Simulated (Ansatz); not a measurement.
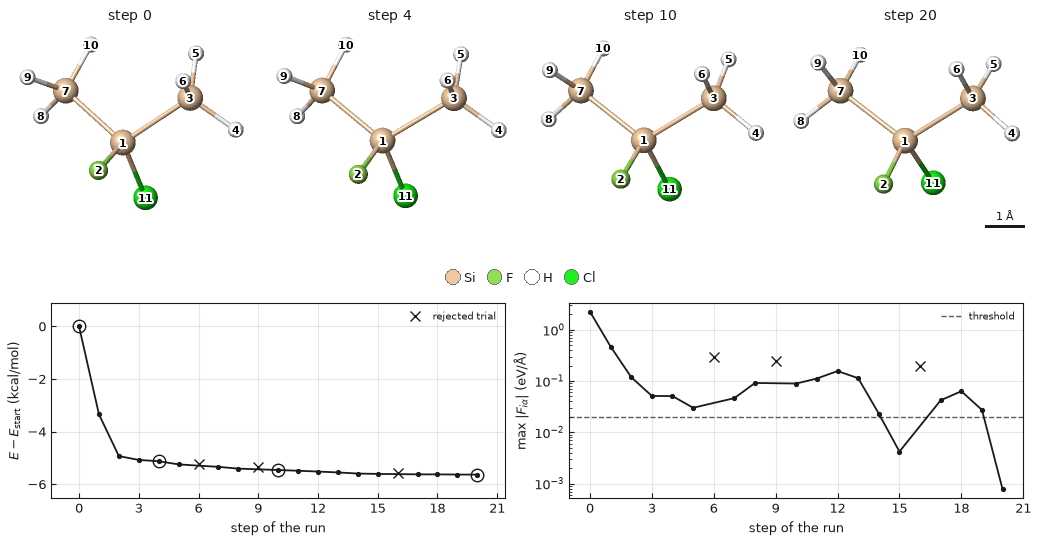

Frames of a relaxation of Si3H6ClF, marked on the history of the run. Style: ball-and-stick. Shown at a tilt.

The run prepares the start of a later molecular dynamics calculation, from a guessed geometry.

These are results of Ansatz, RKS B3LYP-D4/STO-3G, not measurements. (no spin polarisation; force threshold 0.02 eV/Å; at most 40 steps)

**What happens along the run?**

After 17 accepted moves (20 points after the start) the energy has fallen by 5.63 kcal/mol. Largest force component: 2.3 eV/Å at the start, 0.00077 eV/Å at the end. The line search rejected the trial steps at points 6, 9, 16 of the run. The forces were under the threshold at step 15, but the run went on from there. The largest move after the best rigid fit is that of H8, 0.74 Å. Largest moves by element: H 0.74 Å, Cl 0.57 Å, F 0.51 Å, Si 0.15 Å. Some distances before and after: Si1–Si3 2.220 → 2.280 Å, Si1–F2 1.590 → 1.645 Å, Si1–Cl11 2.128 → 2.146 Å, Si3–H4 1.460 → 1.444 Å. Among the angles between lasting bonds that change: Si3–Si1–Si7 109.5° → 115.8°, F2–Si1–Cl11 109.5° → 104.8°, Si3–Si1–Cl11 109.5° → 106.7°. Groups turn about Si1–Si7 by about 35°, Si1–Si3 by about 30°. Cost: 74 s on 1 thread of Arm Neoverse V1, with other jobs on the host, peak memory 0.13 GiB. From step 0 to 4: H atoms move most (0.15 Å), energy −5.12 kcal/mol. From step 4 to 10: H atoms move most (0.33 Å), energy −0.33 kcal/mol. From step 10 to 20: H8 moves most (0.36 Å), energy −0.18 kcal/mol.

| step | E − E(0), kcal/mol | largest force component, eV/Å | note |
| --- | --- | --- | --- |
| 0 | 0.00 | 2.2628 |  |
| 1 | -3.34 | 0.4717 |  |
| 2 | -4.93 | 0.1192 |  |
| 3 | -5.07 | 0.0513 |  |
| 4 | -5.12 | 0.0510 |  |
| 5 | -5.24 | 0.0301 |  |
| 6 | -5.22 | 0.3013 | rejected |
| 7 | -5.34 | 0.0464 |  |
| 8 | -5.40 | 0.0918 |  |
| 9 | -5.33 | 0.2409 | rejected |
| 10 | -5.46 | 0.0895 |  |
| 11 | -5.48 | 0.1121 |  |
| 12 | -5.51 | 0.1566 |  |
| 13 | -5.55 | 0.1138 |  |
| 14 | -5.59 | 0.0231 |  |
| 15 | -5.60 | 0.0042 |  |
| 16 | -5.57 | 0.1983 | rejected |
| 17 | -5.62 | 0.0422 |  |
| 18 | -5.62 | 0.0633 |  |
| 19 | -5.63 | 0.0273 |  |
| 20 | -5.63 | 0.0008 |  |

Limits of the set-up: STO-3G is a minimal basis, so the numbers are rough.
